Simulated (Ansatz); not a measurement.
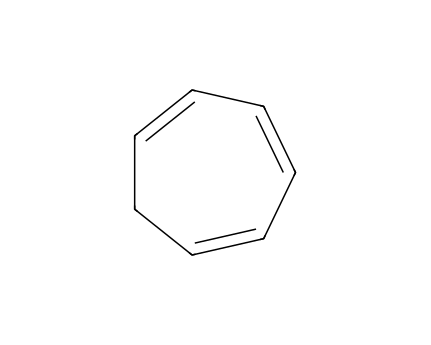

The drawing above gives the connectivity. The geometry was computed by an optimisation with PBE-D4/def2-SVP. No frequency run is at hand to confirm it as a minimum.

What does the molecule look like in three dimensions?

It has 15 atoms: 7 carbon and 8 hydrogen (C7H8). Its SMILES string is `C1=CC=CCC=C1`. Independent rings (smallest set): 1 of 7 members. Among its groups: alkene. This geometry has Cs symmetry. Coordination: 6 C trigonal planar; 1 C tetrahedral.

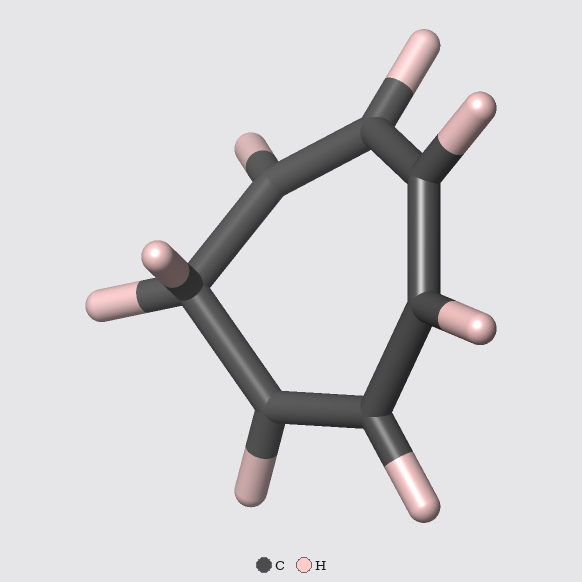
